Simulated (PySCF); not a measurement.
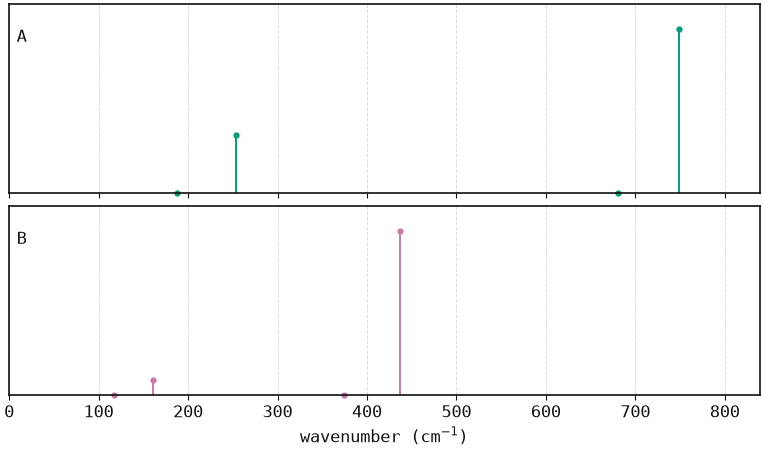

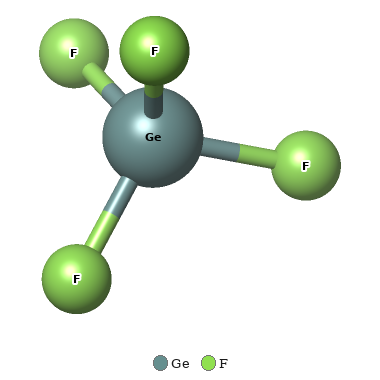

Harmonic infrared lines of GeF₄ and GeCl₄, all Td singlets, each the lowest point that its search found (GeF₄ is drawn); the ligand atom changes down one group of the periodic table. PBE/def2-TZVP, PySCF, unscaled, no spin-orbit coupling; each panel is scaled to its strongest line, degenerate modes are one line with their intensities summed, and dots on the axis are modes too weak to show or inactive.

Which panel belongs to which molecule?

Answer. A: GeF₄ (strongest line 749.2 cm⁻¹); B: GeCl₄ (strongest line 436.9 cm⁻¹).

How do the bond length and the stretches change along the series?

Answer. Mean bond length: GeF₄ 1.716, GeCl₄ 2.140 Å, rising down the group. Highest t2 mode: GeF₄ 749, GeCl₄ 437 cm⁻¹, falling down the group.

Limits of at least one run: no scalar relativity.
